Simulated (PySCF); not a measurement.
# One shape, several levels: BH2F (SMILES BF)

Wanted: a comparison of 4 runs (B2PLYP/STO-3G, SVWN5/STO-3G, QCISD(T)/STO-3G, CCSD(T)/STO-3G) of BH2F. The job is set up through a Python script.

The calculation is run with PySCF 2.14.0.

2 further runs of the same task are left out: 2 set aside as unsound or not needed.

### 1 The molecule

BH2F has 4 atoms, charge 0, and is taken as a singlet. SMILES: `BF`. The B1–H4 distance was set to 1.796 Å, away from the relaxed value. At this shape a bond of the SMILES string is far longer than usual.

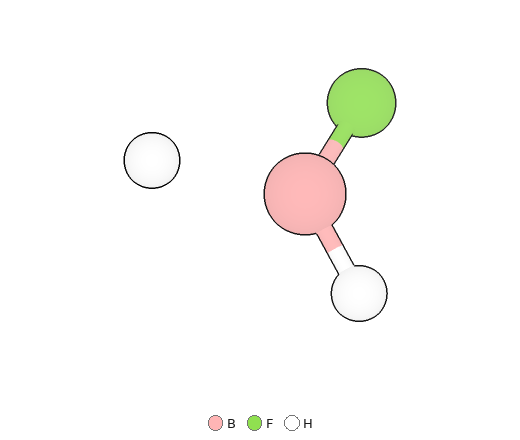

The structure, seen from a chosen angle (boron pink, fluorine green, hydrogen white).

### 2 The energy at B2PLYP/STO-3G (run 1)

File calc.py:

```python
from pyscf import gto, dft, mp

molecule = gto.M(
    atom='''
B     -0.109702    -0.851955     0.692834
F      1.947265    -1.405078     1.979171
H     -1.971461    -2.071017     1.102905
H      0.064629     1.681100    -1.560158
''',
    spin=0,
    verbose=4,
    basis='sto-3g',
    unit='bohr',
    max_memory=1860,
    charge=0,
)

mf = dft.RKS(molecule, xc='0.53*HF + 0.47*B88, 0.73*LYP')
mf.grids.level = 5
mf.conv_tol = 1e-10
mf.kernel()
if not mf.converged:
    mf = mf.newton().run(mf.mo_coeff, mf.mo_occ)

pt = mp.MP2(mf, frozen=2).run()
energy = mf.e_tot + 0.27 * pt.e_corr
print('PT2 part  %.8f' % (0.27 * pt.e_corr))
print(f'total energy: {energy:.8f} hartree')
```

Run with:

```console
$ OMP_NUM_THREADS=1 python calc.py
```

Log:

```text
PySCF version 2.14.0

[INPUT] num. atoms = 4
[INPUT] num. electrons = 16
[INPUT] charge = 0
[INPUT] spin (= nelec alpha-beta = 2S) = 0
[INPUT] symmetry False subgroup None
[INPUT] Mole.unit = bohr
[INPUT] Symbol           X                Y                Z      unit          X                Y                Z       unit  Magmom
[INPUT]  1 B     -0.058051798392  -0.450835170729   0.366631963751 AA   -0.109702000000  -0.851955000000   0.692834000000 Bohr   0.0
[INPUT]  2 F      1.030448261622  -0.743535257165   1.047332189714 AA    1.947265000000  -1.405078000000   1.979171000000 Bohr   0.0
[INPUT]  3 H     -1.043252233418  -1.095934999828   0.583632191810 AA   -1.971461000000  -2.071017000000   1.102905000000 Bohr   0.0
[INPUT]  4 H      0.034200193965   0.889599809278  -0.825600059035 AA    0.064629000000   1.681100000000  -1.560158000000 Bohr   0.0

nuclear repulsion = 25.9558894893312
number of shells = 8
number of NR pGTOs = 36
number of NR cGTOs = 12
basis = sto-3g
ecp = {}

******** <class 'pyscf.dft.rks.RKS'> ********
method = RKS
initial guess = minao
damping factor = 0
level_shift factor = 0
DIIS = <class 'pyscf.scf.diis.CDIIS'>
diis_start_cycle = 1
diis_space = 8
diis_damp = 0
SCF conv_tol = 1e-10
SCF conv_tol_grad = None
SCF max_cycles = 50
direct_scf = True
direct_scf_tol = 1e-13
XC library pyscf.dft.libxc version 7.0.0
    S. Lehtola, C. Steigemann, M. J.T. Oliveira, and M. A.L. Marques.,  SoftwareX 7, 1–5 (2018)
XC functionals = 0.53*HF + 0.47*B88, 0.73*LYP
    A. D. Becke.,  Phys. Rev. A 38, 3098 (1988)
    C. Lee, W. Yang, and R. G. Parr.,  Phys. Rev. B 37, 785 (1988)
    B. Miehlich, A. Savin, H. Stoll, and H. Preuss.,  Chem. Phys. Lett. 157, 200 (1989)
radial grids:
    Treutler-Ahlrichs [JCP 102, 346 (1995); DOI:10.1063/1.469408] (M4) radial grids

becke partition: Becke, JCP 88, 2547 (1988); DOI:10.1063/1.454033
pruning grids: <function nwchem_prune>
grids dens level: 5
symmetrized grids: False
atomic radii adjust function: <function treutler_atomic_radii_adjust>
small_rho_cutoff = 0
Set gradient conv threshold to 1e-05
Initial guess from minao.
tot grids = 134120
init E= -123.699159608195
  HOMO = -0.242200084098315  LUMO = 0.0841954401017022  gap/eV = 8.88167
cycle= 1 E= -123.806564334594  delta_E= -0.107  |g|= 0.384  |ddm|= 2.09
  HOMO = -0.212970664055292  LUMO = 0.108220555497098  gap/eV = 8.74006
cycle= 2 E= -123.820481113574  delta_E= -0.0139  |g|= 0.405  |ddm|= 0.977
  HOMO = -0.239438393886059  LUMO = 0.146244760731242  gap/eV = 10.49497
cycle= 3 E= -123.87051391072  delta_E= -0.05  |g|= 0.0158  |ddm|= 0.445
  HOMO = -0.24358935210728  LUMO = 0.15700938940101  gap/eV = 10.90085
cycle= 4 E= -123.870661865771  delta_E= -0.000148  |g|= 0.00696  |ddm|= 0.048
  HOMO = -0.243107991091309  LUMO = 0.153785392436984  gap/eV = 10.80002
cycle= 5 E= -123.870692107547  delta_E= -3.02e-05  |g|= 0.000711  |ddm|= 0.0155
  HOMO = -0.243008813155073  LUMO = 0.153819688602134  gap/eV = 10.79825
cycle= 6 E= -123.870692319977  delta_E= -2.12e-07  |g|= 8.03e-05  |ddm|= 0.00112
  HOMO = -0.243035732929096  LUMO = 0.153811789247199  gap/eV = 10.79877
cycle= 7 E= -123.870692323809  delta_E= -3.83e-09  |g|= 7.84e-06  |ddm|= 0.000187
  HOMO = -0.243033437709544  LUMO = 0.153813286241819  gap/eV = 10.79875
cycle= 8 E= -123.870692323857  delta_E= -4.83e-11  |g|= 1.39e-06  |ddm|= 2.31e-05
  HOMO = -0.24303343607085  LUMO = 0.153813090462488  gap/eV = 10.79874
Extra cycle  E= -123.870692323858  delta_E= -1.08e-12  |g|= 5.33e-07  |ddm|= 3e-06
converged SCF energy = -123.870692323858

******** <class 'pyscf.mp.mp2.RMP2'> ********
nocc = 6, nmo = 10
frozen orbitals 2
E(RMP2) = -123.986799136491  E_corr = -0.11610681263267
E(SCS-RMP2) = -123.99496980935  E_corr = -0.124277485491273
E_corr(same-spin) = -0.0173661803860745
E_corr(oppo-spin) = -0.0987406322465958
PT2 part  -0.03134884
total energy: -123.90204116 hartree
```

It took 1.4 s on 1 thread of Arm Neoverse V2, shared host; peak memory 0.17 GiB.

### 3 The energy at SVWN5/STO-3G (run 2)

File run.py:

```python
from pyscf import gto, dft

mol = gto.Mole()
mol.atom = '''
B     -0.109702    -0.851955     0.692834
F      1.947265    -1.405078     1.979171
H     -1.971461    -2.071017     1.102905
H      0.064629     1.681100    -1.560158
'''
mol.charge = 0
mol.basis = 'sto-3g'
mol.verbose = 4
mol.max_memory = 1860
mol.unit = 'bohr'
mol.build()

myscf = dft.RKS(mol)
myscf.xc = 'svwn'
myscf.grids.level = 5
myscf.conv_tol = 1e-10
myscf.kernel()
if not myscf.converged:
    myscf = myscf.newton().run(myscf.mo_coeff, myscf.mo_occ)

e_tot = myscf.e_tot
print('Final energy', e_tot)
```

Run with:

```console
$ OMP_NUM_THREADS=1 python run.py
```

Log:

```text
PySCF version 2.14.0

[INPUT] num. atoms = 4
[INPUT] num. electrons = 16
[INPUT] charge = 0
[INPUT] spin (= nelec alpha-beta = 2S) = 0
[INPUT] symmetry False subgroup None
[INPUT] Mole.unit = bohr
[INPUT] Symbol           X                Y                Z      unit          X                Y                Z       unit  Magmom
[INPUT]  1 B     -0.058051798392  -0.450835170729   0.366631963751 AA   -0.109702000000  -0.851955000000   0.692834000000 Bohr   0.0
[INPUT]  2 F      1.030448261622  -0.743535257165   1.047332189714 AA    1.947265000000  -1.405078000000   1.979171000000 Bohr   0.0
[INPUT]  3 H     -1.043252233418  -1.095934999828   0.583632191810 AA   -1.971461000000  -2.071017000000   1.102905000000 Bohr   0.0
[INPUT]  4 H      0.034200193965   0.889599809278  -0.825600059035 AA    0.064629000000   1.681100000000  -1.560158000000 Bohr   0.0

nuclear repulsion = 25.9558894893312
number of shells = 8
number of NR pGTOs = 36
number of NR cGTOs = 12
basis = sto-3g
ecp = {}

******** <class 'pyscf.dft.rks.RKS'> ********
method = RKS
initial guess = minao
damping factor = 0
level_shift factor = 0
DIIS = <class 'pyscf.scf.diis.CDIIS'>
diis_start_cycle = 1
diis_space = 8
diis_damp = 0
SCF conv_tol = 1e-10
SCF conv_tol_grad = None
SCF max_cycles = 50
direct_scf = True
direct_scf_tol = 1e-13
XC library pyscf.dft.libxc version 7.0.0
    S. Lehtola, C. Steigemann, M. J.T. Oliveira, and M. A.L. Marques.,  SoftwareX 7, 1–5 (2018)
XC functionals = svwn
    P. A. M. Dirac.,  Math. Proc. Cambridge Philos. Soc. 26, 376 (1930)
    F. Bloch.,  Z. Phys. 57, 545 (1929)
    S. H. Vosko, L. Wilk, and M. Nusair.,  Can. J. Phys. 58, 1200 (1980)
radial grids:
    Treutler-Ahlrichs [JCP 102, 346 (1995); DOI:10.1063/1.469408] (M4) radial grids

becke partition: Becke, JCP 88, 2547 (1988); DOI:10.1063/1.454033
pruning grids: <function nwchem_prune>
grids dens level: 5
symmetrized grids: False
atomic radii adjust function: <function treutler_atomic_radii_adjust>
small_rho_cutoff = 0
Set gradient conv threshold to 1e-05
Initial guess from minao.
tot grids = 134120
init E= -123.017031118211
  HOMO = -0.229325192914975  LUMO = -0.0142029560634672  gap/eV = 5.85377
cycle= 1 E= -123.064426545273  delta_E= -0.0474  |g|= 0.329  |ddm|= 2.21
  HOMO = -0.0855596827329843  LUMO = 0.034381143644328  gap/eV = 3.26376
cycle= 2 E= -122.748095774177  delta_E= 0.316  |g|= 1.17  |ddm|= 1.48
  HOMO = -0.133171901166429  LUMO = 0.0294389330714464  gap/eV = 4.42487
cycle= 3 E= -123.103335441774  delta_E= -0.355  |g|= 0.0842  |ddm|= 0.999
  HOMO = -0.135317713755049  LUMO = 0.0404890491328234  gap/eV = 4.78395
cycle= 4 E= -123.105433848846  delta_E= -0.0021  |g|= 0.0399  |ddm|= 0.159
  HOMO = -0.135438377413514  LUMO = 0.0367133294501484  gap/eV = 4.68449
cycle= 5 E= -123.106153431113  delta_E= -0.00072  |g|= 0.00368  |ddm|= 0.0656
  HOMO = -0.135720803084898  LUMO = 0.0365471069213228  gap/eV = 4.68765
cycle= 6 E= -123.10615809251  delta_E= -4.66e-06  |g|= 0.000256  |ddm|= 0.00476
  HOMO = -0.135686817054333  LUMO = 0.0365891807377323  gap/eV = 4.68787
cycle= 7 E= -123.106158118042  delta_E= -2.55e-08  |g|= 0.00013  |ddm|= 0.000575
  HOMO = -0.135684336961542  LUMO = 0.0365949560895982  gap/eV = 4.68796
cycle= 8 E= -123.106158123992  delta_E= -5.95e-09  |g|= 5.38e-06  |ddm|= 0.000158
  HOMO = -0.135684261097767  LUMO = 0.0365953034517009  gap/eV = 4.68797
cycle= 9 E= -123.106158124003  delta_E= -1.11e-11  |g|= 8.66e-08  |ddm|= 7.44e-06
  HOMO = -0.135684272487935  LUMO = 0.0365953343631306  gap/eV = 4.68797
Extra cycle  E= -123.106158124003  delta_E= 1.14e-13  |g|= 1.6e-07  |ddm|= 5.1e-07
converged SCF energy = -123.106158124003
Final energy -123.10615812400252
```

It took 1.1 s on 1 thread of Arm Neoverse V2, shared host; peak memory 0.13 GiB.

Run 3 isn't shown in full; the table further down has it.

### 4 The energy at CCSD(T)/STO-3G (run 4)

File geometry.xyz:

```xyz
4

B     -0.058052    -0.450835     0.366632
F      1.030448    -0.743535     1.047332
H     -1.043252    -1.095935     0.583632
H      0.034200     0.889600    -0.825600
```

File input.py:

```python
from pyscf import gto, scf, cc

mol = gto.M(
    atom='geometry.xyz',
    verbose=3,
    max_memory=1860,
    basis='sto-3g',
)

hf = scf.RHF(mol)
hf.conv_tol = 1e-10
hf.kernel()
if not hf.converged:
    hf = hf.newton().run(hf.mo_coeff, hf.mo_occ)

mycc = cc.CCSD(hf, frozen=2)
mycc.kernel()
e_t = mycc.ccsd_t()
etot = mycc.e_tot + e_t
print('Final energy', etot)
```

Run with:

```console
$ OMP_NUM_THREADS=1 python input.py
```

Log:

```text
converged SCF energy = -123.478040029318
E(CCSD) = -123.5885360718208  E_corr = -0.1104960425028193
CCSD(T) correction = -0.00551423192863368
Final energy -123.59405030374946
```

It took 0.56 s on 1 thread of Arm Neoverse V2, shared host; peak memory 0.1 GiB.

### 5 All runs side by side

| run | level | frozen core orbitals | integration grid | energy (Eh) | dipole moment (D) of the reference | HOMO energy (eV) | LUMO energy (eV) | wall time |
| --- | --- | --- | --- | --- | --- | --- | --- | --- |
| 1 | B2PLYP/STO-3G | 2 | 5 | -123.902041 | 0.67 | -6.61 | 4.19 | 1.4 s |
| 2 | SVWN5/STO-3G | – | 5 | -123.106158 | 0.96 | -3.69 | 1.00 | 1.1 s |
| 3 | QCISD(T)/STO-3G | 2 | – | -123.595071 | 0.52 | -8.63 | 7.36 | 0.66 s |
| 4 | CCSD(T)/STO-3G | 2 | – | -123.594050 | 0.52 | -8.63 | 7.36 | 0.56 s |

### 6 Outcome

```
                                          quantity          value
                               run 4: total energy  -123.59405 Eh
       run 4: dipole moment (Hartree–Fock density)         0.52 D
        run 4: HOMO energy (Hartree–Fock orbitals)       -8.63 eV
        run 4: LUMO energy (Hartree–Fock orbitals)        7.36 eV
      run 4: HOMO–LUMO gap (Hartree–Fock orbitals)       15.98 eV
run 4: correlation energy (2 core orbitals frozen)     -116.0 mEh
                             run 4: (T) correction      -5.51 mEh
                              run 4: T1 diagnostic          0.021
```

What this shows: Totals of different functionals can't be ranked against each other. In runs 1, 2, 3, 4 the basis is minimal, so the values are rough. All runs together took 3.7 s, the longest 1.4 s.
